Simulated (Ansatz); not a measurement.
# CH7AsGaN: the cost of one run

Method: RKS BLYP-D4/def2-mTZVP, in Ansatz 0.2.0.

## Step 1: Starting point

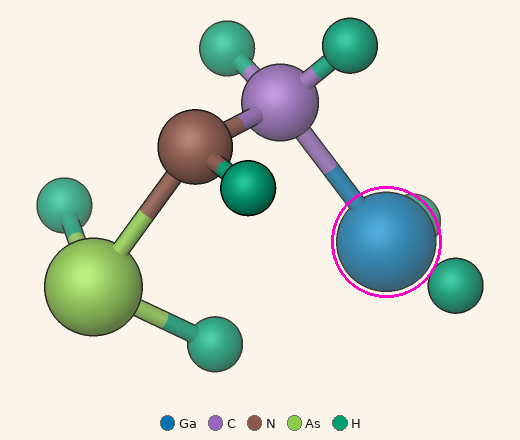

The starting structure, seen from a chosen angle (gallium blue, carbon purple, nitrogen brown, arsenic green, hydrogen teal). Ringed: Ga1.

Coordinates:

```xyz
11

Ga   -0.8453    1.1957   -0.3527
C    -0.6525   -0.6694    0.2762
N     0.6296   -0.8448    0.8701
As    2.0686   -0.3503   -0.3990
H    -1.4613    1.1925   -1.0062
H    -0.7985    2.0357    0.6487
H    -0.8163   -1.4836   -0.4425
H    -1.3969   -0.6785    1.0543
H     0.7456   -0.1377    1.7059
H     1.2321    0.9276   -0.8289
H     1.3600   -1.2441   -1.5052
```

## Step 2: End point A

Contents of input.yaml:

```yaml
crystal:
  periodic: [false, false, false]
  atoms:
    - { symbol: Ga, position_ang: [-0.8453, 1.1957, -0.3527] }
    - { symbol: C, position_ang: [-0.6525, -0.6694, 0.2762] }
    - { symbol: "N", position_ang: [0.6296, -0.8448, 0.8701] }
    - { symbol: As, position_ang: [2.0686, -0.3503, -0.399] }
    - { symbol: H, position_ang: [-1.4613, 1.1925, -1.0062] }
    - { symbol: H, position_ang: [-0.7985, 2.0357, 0.6487] }
    - { symbol: H, position_ang: [-0.8163, -1.4836, -0.4425] }
    - { symbol: H, position_ang: [-1.3969, -0.6785, 1.0543] }
    - { symbol: H, position_ang: [0.7456, -0.1377, 1.7059] }
    - { symbol: H, position_ang: [1.2321, 0.9276, -0.8289] }
    - { symbol: H, position_ang: [1.36, -1.2441, -1.5052] }
basis:
  gaussian: { orbitals: def2-mTZVP }
hamiltonian:
  xc: blyp
  dispersion: d4
relax:
  f_tol: 0.015
  max_steps: 40
```

Launch:

```sh
> ansatz run input.yaml --threads 2 --pin off --max-ram 3072MiB --backend cpu --events-out ev --progress --plain --runs-dir out
```

Q: Estimate wall time and peak memory on 2 threads of Intel Xeon Platinum 8488C (Sapphire Rapids), shared host.

About 50 s, with a peak of 0.21 GiB.
